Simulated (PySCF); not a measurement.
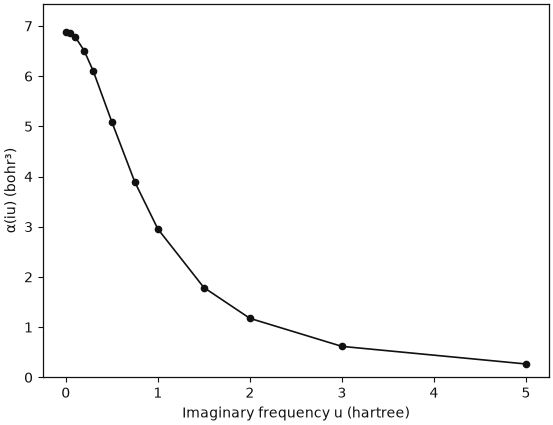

Dipole polarisability at imaginary frequency of Ar⁺ ([Ne] 3s² 3p⁵). Coupled response at the BHandHLYP level; PySCF, aug-cc-pV(Q+d)Z, non-relativistic, unrestricted single determinants, no spin-orbit coupling.

Question: Describe the response.

Answer: The static dipole polarisability is 6.89 bohr³; α(iu) falls to half of it near u = 0.86 hartree. The Casimir–Polder integral gives C₆ = 30.9 hartree bohr⁶ for two such species.
